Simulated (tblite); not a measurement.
Run report: C₂H₆Cl₂Si₂ (charge +1), geometry relaxation (part 1 of 2)

System: C₂H₆Cl₂Si₂, charge +1, multiplicity 2, SMILES [SiH3][CH+][C](Cl)[SiH2]Cl.
Method: GFN2-xTB geometry optimisation, gas phase (tblite 0.8.0).

It belongs to a series of runs on one base structure; here: electron removed.

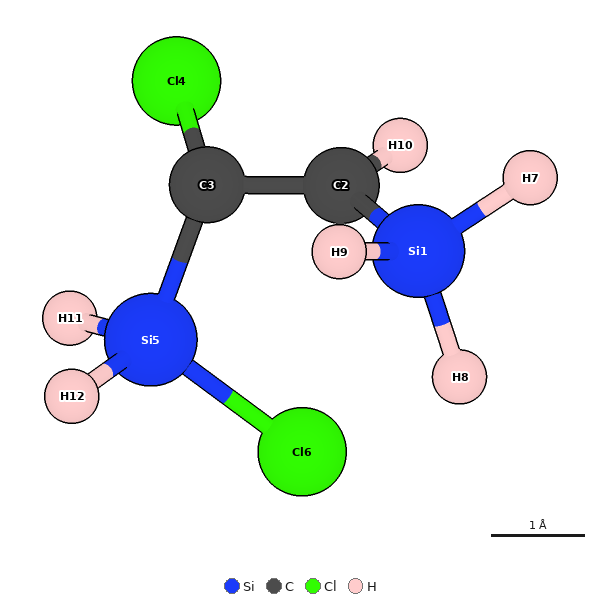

*The structure as given in the input (ball-and-stick view, seen at a tilt; atoms are numbered from 1 in the order of the input).*

Summary

```tsv
quantity	value
outcome	converged
total energy	−528.8552 eV
hardware	1 CPU thread, shared host
wall time	1 s
peak memory	0.18 GiB
```

The input
```
{"job": {"kind": "relax", "xc": "GFN2-xTB", "basis": "xTB"}, "charge": 1, "multiplicity": 2}
Si     1.879000     0.322000     0.646100
C      0.669500    -0.708700    -0.284600
C     -0.335000    -0.159300    -1.191700
Cl    -0.981900    -1.538300    -2.134300
Si    -1.844300     0.474600    -0.233200
Cl    -1.680200    -0.067700     1.781200
H      3.106600    -0.467900     0.782800
H      1.312600     0.482100     2.010600
H      2.159600     1.604500    -0.005700
H      0.707900    -1.800400    -0.136700
H     -3.067300    -0.075300    -0.855800
H     -1.925300     1.933700    -0.404800
```

The first line tells a small driver script what to run in tblite; the rest is the geometry in Å.

Command:
```bash
OMP_NUM_THREADS=1 python <driver script> task.json out
```

What the program printed
```
step      E/eV     max force
  0    -527.14514    5.132
  1    -527.64459    2.896
  2    -527.94083    2.717
  3    -528.13740    1.328
  4    -528.22972    0.942
  5    -528.31211    1.089
  6    -528.36210    1.046
  7    -528.41150    0.733
  8    -528.44583    0.564
  9    -528.47898    0.697
 10    -528.51084    0.785
 11    -528.54429    0.631
 12    -528.57553    0.491
 13    -528.59587    0.412
 14    -528.61262    0.412
 15    -528.63324    0.415
 16    -528.65383    0.451
 17    -528.67118    0.355
 18    -528.68320    0.242
 19    -528.69050    0.246
 20    -528.69655    0.225
 21    -528.70358    0.228
 22    -528.71138    0.256
 23    -528.71895    0.251
 24    -528.72539    0.313
 25    -528.73008    0.235
 26    -528.73316    0.133
 27    -528.73579    0.149
 28    -528.73907    0.180
 29    -528.74274    0.200
 30    -528.74610    0.204
 31    -528.74950    0.219
 32    -528.75408    0.202
 33    -528.75978    0.278
 34    -528.76503    0.251
 35    -528.76830    0.119
 36    -528.77001    0.094
 37    -528.77173    0.141
 38    -528.77427    0.190
 39    -528.77734    0.193
 40    -528.78004    0.141
 41    -528.78215    0.109
 42    -528.78354    0.090
 43    -528.78429    0.075
 44    -528.78480    0.068
 45    -528.78535    0.083
 46    -528.78603    0.102
 47    -528.78672    0.077
 48    -528.78725    0.067
 49    -528.78769    0.069
 50    -528.78830    0.090
 51    -528.78930    0.139
 52    -528.79070    0.150
 53    -528.79214    0.124
 54    -528.79317    0.072
 55    -528.79392    0.080
 56    -528.79489    0.088
 57    -528.79665    0.126
 58    -528.79918    0.159
 59    -528.80209    0.148
 60    -528.80449    0.108
 61    -528.80597    0.080
 62    -528.80706    0.136
 63    -528.80863    0.148
 64    -528.81054    0.102
 65    -528.81231    0.128
 66    -528.81374    0.130
 67    -528.81505    0.216
 68    -528.81647    0.098
 69    -528.81823    0.074
 70    -528.82038    0.096
 71    -528.82131    0.106
 72    -528.82259    0.083
 73    -528.82362    0.067
 74    -528.82485    0.095
 75    -528.82687    0.126
 76    -528.82887    0.121
 77    -528.83005    0.081
 78    -528.83056    0.056
 79    -528.83083    0.045
 80    -528.83096    0.031
 81    -528.83109    0.031
 82    -528.83121    0.033
 83    -528.83146    0.047
 84    -528.83177    0.055
 85    -528.83211    0.053
 86    -528.83238    0.040
 87    -528.83256    0.037
 88    -528.83268    0.035
 89    -528.83283    0.036
 90    -528.83310    0.054
 91    -528.83357    0.069
 92    -528.83419    0.074
 93    -528.83466    0.054
 94    -528.83489    0.032
 95    -528.83499    0.029
 96    -528.83509    0.030
 97    -528.83529    0.039
 98    -528.83573    0.071
 99    -528.83614    0.077
100    -528.83656    0.067
101    -528.83688    0.037
102    -528.83709    0.039
103    -528.83724    0.042
104    -528.83744    0.043
105    -528.83778    0.066
106    -528.83844    0.091
107    -528.83943    0.097
108    -528.84101    0.097
109    -528.84296    0.093
110    -528.84425    0.065
111    -528.84441    0.091
112    -528.84531    0.059
113    -528.84571    0.059
114    -528.84701    0.065
115    -528.84783    0.092
116    -528.84934    0.103
117    -528.85029    0.138
118    -528.85002    0.107
119    -528.85115    0.109
120    -528.85156    0.034
121    -528.85173    0.032
122    -528.85191    0.031
123    -528.85205    0.029
124    -528.85243    0.031
125    -528.85282    0.040
126    -528.85323    0.057
127    -528.85348    0.040
128    -528.85359    0.020
129    -528.85364    0.015
130    -528.85367    0.013
131    -528.85370    0.015
132    -528.85374    0.015
133    -528.85379    0.018
134    -528.85386    0.023
135    -528.85395    0.035
136    -528.85408    0.041
137    -528.85428    0.042
138    -528.85449    0.033
139    -528.85463    0.028
140    -528.85471    0.020
141    -528.85478    0.022
142    -528.85488    0.029
143    -528.85501    0.031
144    -528.85511    0.020
145    -528.85517    0.015
146    -528.85519    0.011
147    -528.85520    0.010
```

Trajectory as extended XYZ (Å, eV, eV/Å), 39 of the 148 frames kept, from step=0 to step=147
```
12
Properties=species:S:1:pos:R:3:forces:R:3 step=0 energy=-527.14514
Si    1.8790    0.3220    0.6461    1.1190   0.9610   0.7280
C     0.6695   -0.7087   -0.2846   -2.2050   0.9570  -2.0400
C    -0.3350   -0.1593   -1.1917    1.6380  -4.4750   1.9040
Cl   -0.9819   -1.5383   -2.1343    0.4100   1.1310  -0.2870
Si   -1.8443    0.4746   -0.2332   -1.4840   1.1390   1.1160
Cl   -1.6802   -0.0677    1.7812   -0.1040   0.2680  -1.2450
H     3.1066   -0.4679    0.7828    0.0080  -0.1390  -0.0150
H     1.3126    0.4821    2.0106    0.0000  -0.0780  -0.1700
H     2.1596    1.6045   -0.0057   -0.1960  -0.1200   0.0030
H     0.7079   -1.8004   -0.1367    0.0860   0.5940  -0.3590
H    -3.0673   -0.0753   -0.8558    0.4070  -0.0770   0.2240
H    -1.9253    1.9337   -0.4048    0.3220  -0.1590   0.1410
12
Properties=species:S:1:pos:R:3:forces:R:3 step=4 energy=-528.22972
Si    1.9379    0.3642    0.6935    0.0160   0.0060  -0.0210
C     0.6740   -0.6737   -0.2997   -0.1590  -0.0660  -0.1620
C    -0.3666   -0.4340   -1.0952   -0.3880   0.2420   0.8240
Cl   -0.9874   -1.4764   -2.2239   -0.2540  -0.2100  -0.7840
Si   -1.9444    0.5384   -0.1481    0.0300   0.0780  -0.5150
Cl   -1.6964   -0.0429    1.6918   -0.1080  -0.0880   0.6860
H     3.1134   -0.4839    0.7771    0.1390  -0.0940  -0.0480
H     1.3058    0.4773    2.0000   -0.1040   0.0640   0.1610
H     2.1451    1.6109   -0.0164   -0.0500   0.1240  -0.0800
H     0.7451   -1.7426   -0.1572    0.7940  -0.2790   0.1500
H    -3.0413   -0.0891   -0.8456   -0.2020  -0.1400  -0.1170
H    -1.8839    1.9510   -0.4023    0.2870   0.3640  -0.0930
12
Properties=species:S:1:pos:R:3:forces:R:3 step=8 energy=-528.44583
Si    1.9513    0.3741    0.7037   -0.2450  -0.1310  -0.0920
C     0.6528   -0.7049   -0.3060    0.0730  -0.3010   0.2900
C    -0.4664   -0.5127   -0.9892   -0.0040  -0.1680  -0.3390
Cl   -1.0078   -1.4444   -2.3272    0.1220   0.3600   0.4170
Si   -1.9681    0.5619   -0.1675   -0.0630  -0.0640   0.2220
Cl   -1.7348   -0.0276    1.7348   -0.2530   0.2750  -0.2460
H     3.1321   -0.4970    0.7656   -0.1280   0.1470  -0.0470
H     1.2895    0.4862    2.0138    0.0420   0.0160  -0.1330
H     2.1301    1.6271   -0.0297   -0.0600  -0.1220   0.0480
H     0.9080   -1.7541   -0.1516    0.3890   0.1090  -0.2330
H    -3.0682   -0.1106   -0.8579   -0.0060   0.1810   0.1030
H    -1.8172    2.0014   -0.4149    0.1330  -0.3010   0.0100
12
Properties=species:S:1:pos:R:3:forces:R:3 step=12 energy=-528.57553
Si    1.8988    0.3509    0.6852    0.0140   0.0560   0.0770
C     0.6311   -0.7879   -0.2658    0.2990   0.1140   0.0500
C    -0.4887   -0.5852   -0.9355    0.3640   0.0960   0.3160
Cl   -1.0059   -1.3538   -2.3311   -0.1740  -0.1560  -0.2580
Si   -1.9903    0.5574   -0.1508    0.1050  -0.1210  -0.1390
Cl   -1.8303    0.0490    1.7419   -0.1390   0.0560   0.3850
H     3.1118   -0.4675    0.7441   -0.0610   0.0550  -0.0320
H     1.2827    0.4983    1.9990   -0.1050   0.0090   0.0920
H     2.0994    1.6059   -0.0291   -0.1290  -0.0460  -0.0720
H     1.1232   -1.7544   -0.2138   -0.1820  -0.1050  -0.3140
H    -3.0993   -0.0772   -0.8441   -0.1030   0.1170  -0.0120
H    -1.7313    1.9637   -0.4261    0.1110  -0.0750  -0.0910
12
Properties=species:S:1:pos:R:3:forces:R:3 step=15 energy=-528.63324
Si    1.8740    0.3483    0.6912    0.2080   0.1840   0.2700
C     0.6685   -0.8166   -0.2385   -0.0780  -0.0630  -0.4030
C    -0.4458   -0.5959   -0.9008   -0.2270  -0.1410  -0.1800
Cl   -1.0199   -1.3290   -2.3353    0.1510   0.0930   0.3120
Si   -1.9802    0.5300   -0.1467    0.1090  -0.0750   0.1600
Cl   -1.8953    0.0979    1.7836   -0.0760   0.0520   0.0420
H     3.0921   -0.4425    0.7310    0.1680  -0.0620   0.0380
H     1.2660    0.5047    2.0029   -0.1420   0.0260   0.1760
H     2.0661    1.5875   -0.0387   -0.1350   0.1100  -0.1300
H     1.1816   -1.7696   -0.2942   -0.1000  -0.1220  -0.1700
H    -3.1257   -0.0385   -0.8365   -0.0220   0.0220  -0.0170
H    -1.6802    1.9230   -0.4440    0.1460  -0.0250  -0.0970
12
Properties=species:S:1:pos:R:3:forces:R:3 step=19 energy=-528.69050
Si    1.8793    0.3669    0.7338   -0.1010  -0.1740  -0.1410
C     0.7108   -0.8427   -0.2724   -0.0200   0.1200  -0.0310
C    -0.4418   -0.6340   -0.8742   -0.0480   0.1210   0.1430
Cl   -1.0187   -1.3010   -2.3133   -0.0620  -0.1300  -0.1130
Si   -1.9642    0.5013   -0.1167   -0.0240   0.0860  -0.0100
Cl   -1.9706    0.1535    1.8293    0.0130  -0.0110  -0.0050
H     3.1040   -0.4263    0.7289    0.0640   0.0780   0.1220
H     1.2236    0.5152    2.0353    0.0010   0.0000  -0.0700
H     2.0046    1.5856   -0.0676   -0.1090  -0.0580   0.0870
H     1.2164   -1.7950   -0.4053    0.0150   0.0810  -0.0340
H    -3.1427    0.0045   -0.8255    0.1410   0.0000   0.0790
H    -1.5995    1.8713   -0.4784    0.1300  -0.1130  -0.0260
12
Properties=species:S:1:pos:R:3:forces:R:3 step=23 energy=-528.71895
Si    1.8572    0.3365    0.7288    0.1010   0.1010   0.0790
C     0.7256   -0.8471   -0.3023   -0.1270   0.0530   0.0780
C    -0.4564   -0.6389   -0.8444   -0.0140  -0.1330  -0.2120
Cl   -1.0274   -1.3036   -2.3036   -0.0690  -0.0230   0.0770
Si   -1.9535    0.4987   -0.0900    0.0980  -0.0410   0.0330
Cl   -2.0208    0.1927    1.8551    0.0510  -0.0210   0.0800
H     3.1252   -0.3902    0.7617   -0.0460   0.0620   0.0850
H     1.1975    0.5196    2.0298    0.0030  -0.0860  -0.1290
H     1.9325    1.5660   -0.0608   -0.0480  -0.0230   0.0470
H     1.2490   -1.7779   -0.4902    0.0080   0.0180  -0.0520
H    -3.1252    0.0313   -0.8000   -0.1050  -0.0830  -0.0530
H    -1.5024    1.8120   -0.5100    0.1490   0.1780  -0.0350
12
Properties=species:S:1:pos:R:3:forces:R:3 step=27 energy=-528.73579
Si    1.8621    0.3323    0.7303   -0.0760   0.0130  -0.0350
C     0.7128   -0.8312   -0.3127    0.0390  -0.0740  -0.0080
C    -0.4704   -0.6524   -0.8612    0.0620   0.0410   0.0300
Cl   -1.0504   -1.3294   -2.2982   -0.1130  -0.0850  -0.0460
Si   -1.9383    0.5065   -0.0797   -0.0130   0.0410  -0.0520
Cl   -2.0162    0.1951    1.8707    0.0660   0.0240  -0.0770
H     3.1380   -0.3667    0.8020    0.0010   0.0000   0.0250
H     1.1838    0.5034    2.0100   -0.0810  -0.0640   0.0950
H     1.8932    1.5615   -0.0481    0.0250   0.1050  -0.0510
H     1.2424   -1.7547   -0.5241    0.0440   0.0120  -0.0050
H    -3.1164    0.0242   -0.7909    0.0350   0.0430   0.0530
H    -1.4393    1.8109   -0.5241    0.0120  -0.0570   0.0720
12
Properties=species:S:1:pos:R:3:forces:R:3 step=31 energy=-528.74950
Si    1.8405    0.3399    0.7297   -0.0450   0.0160   0.0330
C     0.7137   -0.8468   -0.3237    0.0550   0.1230  -0.1730
C    -0.4627   -0.6675   -0.8776   -0.0580  -0.0650   0.0540
Cl   -1.1052   -1.3652   -2.2875    0.0220  -0.0130   0.0880
Si   -1.9208    0.5153   -0.0813    0.0730  -0.0750  -0.0140
Cl   -2.0050    0.2189    1.8680    0.0660   0.0060  -0.0050
H     3.1365   -0.3342    0.8432   -0.1440   0.0770  -0.0370
H     1.1429    0.4659    2.0147   -0.0080  -0.0360  -0.0590
H     1.8575    1.5814   -0.0507    0.0180  -0.0870   0.0740
H     1.2748   -1.7380   -0.5756    0.0520  -0.0700   0.0490
H    -3.1103    0.0403   -0.7669   -0.0340   0.0520  -0.0240
H    -1.3606    1.7894   -0.5184    0.0040   0.0710   0.0140
12
Properties=species:S:1:pos:R:3:forces:R:3 step=35 energy=-528.76830
Si    1.7967    0.3526    0.7322   -0.0290  -0.0310  -0.0160
C     0.7354   -0.8322   -0.3887   -0.0150  -0.0320   0.0300
C    -0.4668   -0.6906   -0.8930    0.0210  -0.1060  -0.0490
Cl   -1.1722   -1.4333   -2.2504    0.0750  -0.0330   0.0680
Si   -1.8784    0.5145   -0.0958   -0.0330   0.0810   0.0190
Cl   -1.9490    0.2380    1.8556    0.0380  -0.0330   0.0890
H     3.0992   -0.2781    0.8875    0.0480  -0.0310  -0.0510
H     1.0842    0.4026    2.0103   -0.0730   0.0050  -0.0340
H     1.8275    1.5951   -0.0334   -0.0190   0.0430   0.0400
H     1.3056   -1.7287   -0.6087    0.0200   0.0410  -0.0180
H    -3.1030    0.0740   -0.7432    0.0050   0.0750  -0.0500
H    -1.2782    1.7855   -0.4983   -0.0370   0.0210  -0.0270
12
Properties=species:S:1:pos:R:3:forces:R:3 step=39 energy=-528.77734
Si    1.7718    0.3483    0.7296    0.0780   0.0360   0.0290
C     0.7438   -0.8400   -0.4073   -0.0100   0.0080   0.0640
C    -0.4650   -0.7305   -0.8949   -0.0630   0.1590   0.0890
Cl   -1.1884   -1.4751   -2.2264   -0.0320  -0.1160  -0.0560
Si   -1.8672    0.5322   -0.0880    0.0210  -0.0860   0.0570
Cl   -1.9222    0.2455    1.8697    0.0060  -0.0130  -0.0780
H     3.0898   -0.2555    0.8917   -0.0170  -0.0120  -0.0450
H     1.0343    0.3758    1.9950   -0.0300   0.0010  -0.0340
H     1.8006    1.6084   -0.0116   -0.0330   0.0000   0.0440
H     1.3416   -1.7110   -0.6391    0.0540  -0.0670  -0.0430
H    -3.0984    0.1157   -0.7450    0.0510   0.0730  -0.0080
H    -1.2395    1.7855   -0.4999   -0.0260   0.0170  -0.0190
12
Properties=species:S:1:pos:R:3:forces:R:3 step=43 energy=-528.78429
Si    1.7675    0.3500    0.7312    0.0000   0.0080  -0.0100
C     0.7475   -0.8389   -0.4142   -0.0020   0.0140   0.0200
C    -0.4658   -0.7264   -0.8930   -0.0130  -0.0570   0.0080
Cl   -1.1919   -1.5255   -2.2035   -0.0060   0.0310   0.0680
Si   -1.8530    0.5329   -0.0806    0.0290  -0.0050  -0.0550
Cl   -1.8939    0.2367    1.8720   -0.0310  -0.0240  -0.0260
H     3.0851   -0.2500    0.8812    0.0320  -0.0250  -0.0070
H     0.9981    0.3604    1.9787    0.0240  -0.0120  -0.0100
H     1.7839    1.6204    0.0131   -0.0200   0.0420   0.0110
H     1.3485   -1.7091   -0.6549   -0.0170   0.0130  -0.0040
H    -3.0855    0.1576   -0.7535   -0.0060   0.0050  -0.0050
H    -1.2393    1.7911   -0.5026    0.0110   0.0100   0.0100
12
Properties=species:S:1:pos:R:3:forces:R:3 step=46 energy=-528.78603
Si    1.7691    0.3545    0.7305    0.0130  -0.0280  -0.0400
C     0.7458   -0.8355   -0.4134    0.0260  -0.0320  -0.0270
C    -0.4696   -0.7349   -0.8907    0.0570   0.0330   0.0780
Cl   -1.1999   -1.5387   -2.1893   -0.0330  -0.0290  -0.0080
Si   -1.8443    0.5332   -0.0881   -0.0140   0.0340  -0.0130
Cl   -1.8875    0.2292    1.8636   -0.0350  -0.0230  -0.0090
H     3.0872   -0.2510    0.8804   -0.0160   0.0120  -0.0180
H     0.9919    0.3505    1.9719    0.0240  -0.0040   0.0220
H     1.7760    1.6320    0.0224   -0.0070   0.0140   0.0170
H     1.3482   -1.7047   -0.6584   -0.0160   0.0310   0.0170
H    -3.0818    0.1676   -0.7556   -0.0180   0.0010  -0.0220
H    -1.2340    1.7970   -0.4995    0.0180  -0.0090   0.0030
12
Properties=species:S:1:pos:R:3:forces:R:3 step=50 energy=-528.78830
Si    1.7672    0.3537    0.7247   -0.0100   0.0270   0.0400
C     0.7557   -0.8412   -0.4173   -0.0170   0.0460   0.0020
C    -0.4670   -0.7451   -0.8705   -0.0260  -0.0130  -0.0850
Cl   -1.2150   -1.5555   -2.1623   -0.0030  -0.0100   0.0490
Si   -1.8370    0.5367   -0.0941   -0.0460   0.0210   0.0270
Cl   -1.9029    0.2249    1.8559   -0.0240  -0.0180   0.0070
H     3.0869   -0.2435    0.8725    0.0260   0.0090  -0.0180
H     0.9858    0.3383    1.9659    0.0390  -0.0140   0.0080
H     1.7527    1.6444    0.0397    0.0080  -0.0060   0.0000
H     1.3633   -1.6978   -0.6783    0.0310  -0.0510   0.0050
H    -3.0811    0.1928   -0.7616   -0.0010   0.0030  -0.0350
H    -1.2075    1.7917   -0.5007    0.0230   0.0060  -0.0010
12
Properties=species:S:1:pos:R:3:forces:R:3 step=54 energy=-528.79317
Si    1.7729    0.3639    0.7194   -0.0380  -0.0290  -0.0010
C     0.7668   -0.8294   -0.4324   -0.0400   0.0220   0.0170
C    -0.4627   -0.7455   -0.8661   -0.0120  -0.0440  -0.0240
Cl   -1.2557   -1.6196   -2.0841   -0.0100  -0.0160  -0.0150
Si   -1.8409    0.5607   -0.1067    0.0450  -0.0560   0.0000
Cl   -1.9261    0.1815    1.8302   -0.0300   0.0120   0.0090
H     3.0958   -0.2296    0.8452    0.0480   0.0330  -0.0270
H     1.0028    0.3007    1.9632    0.0140  -0.0080   0.0580
H     1.7232    1.6771    0.0825    0.0240  -0.0080  -0.0270
H     1.3692   -1.6966   -0.6838   -0.0080   0.0470   0.0160
H    -3.0777    0.2365   -0.7999    0.0230   0.0450  -0.0250
H    -1.1665    1.7996   -0.4936   -0.0160   0.0010   0.0200
12
Properties=species:S:1:pos:R:3:forces:R:3 step=58 energy=-528.79918
Si    1.7706    0.3683    0.7192    0.1130   0.0450   0.0510
C     0.7647   -0.8149   -0.4377   -0.0530  -0.1070  -0.0320
C    -0.4671   -0.7649   -0.8654    0.0080   0.0520   0.0900
Cl   -1.2997   -1.6899   -2.0117    0.0140  -0.0470  -0.0540
Si   -1.8345    0.5650   -0.1210   -0.0090   0.0630  -0.0340
Cl   -1.9706    0.1396    1.8037   -0.0080   0.0110  -0.0220
H     3.1188   -0.2016    0.7927   -0.1300   0.0900  -0.0190
H     1.0356    0.2608    1.9863    0.0550   0.0010  -0.0330
H     1.7087    1.7034    0.1154   -0.0090  -0.1130   0.0110
H     1.3791   -1.6787   -0.6770   -0.0210   0.0640  -0.0130
H    -3.0650    0.3044   -0.8560    0.0580   0.0240   0.0020
H    -1.1394    1.8079   -0.4745   -0.0180  -0.0840   0.0530
12
Properties=species:S:1:pos:R:3:forces:R:3 step=62 energy=-528.80706
Si    1.7775    0.3667    0.7257   -0.0590   0.0110   0.0010
C     0.7627   -0.8189   -0.4364   -0.0190   0.0070   0.0370
C    -0.4764   -0.7923   -0.8324   -0.0370  -0.0400  -0.0430
Cl   -1.3491   -1.7569   -1.9303    0.0970   0.0460   0.0840
Si   -1.8340    0.5727   -0.1303   -0.0230   0.0100  -0.0150
Cl   -2.0807    0.1113    1.7739    0.0450   0.0100  -0.0270
H     3.1420   -0.1430    0.7258    0.0140  -0.0060   0.0010
H     1.0971    0.2235    2.0142    0.0130  -0.0150   0.0080
H     1.6618    1.7058    0.1503   -0.0360  -0.0100  -0.0470
H     1.4105   -1.6440   -0.7099   -0.0330  -0.0150  -0.0380
H    -3.0418    0.3983   -0.9212    0.0160  -0.0090  -0.0310
H    -1.0686    1.7761   -0.4553    0.0220   0.0120   0.0700
12
Properties=species:S:1:pos:R:3:forces:R:3 step=66 energy=-528.81374
Si    1.7625    0.3743    0.7253    0.0290  -0.0640  -0.0080
C     0.7594   -0.8098   -0.4472    0.0360  -0.0530  -0.0160
C    -0.4903   -0.8298   -0.8044    0.0450   0.0830   0.0890
Cl   -1.4116   -1.8949   -1.7416   -0.0260  -0.0360  -0.0370
Si   -1.8176    0.5990   -0.1648   -0.0060   0.0000   0.0020
Cl   -2.1642    0.0557    1.7020    0.0200   0.0130  -0.0090
H     3.1570   -0.0539    0.6507   -0.0590   0.0120  -0.0080
H     1.1538    0.1306    2.0317    0.0010   0.0210   0.0250
H     1.5618    1.7319    0.2119   -0.0460  -0.0340  -0.0460
H     1.4278   -1.5987   -0.7788   -0.0280   0.0360  -0.0110
H    -2.9937    0.5464   -1.0199    0.0560  -0.0400  -0.0390
H    -0.9437    1.7485   -0.3910   -0.0220   0.0630   0.0580
```
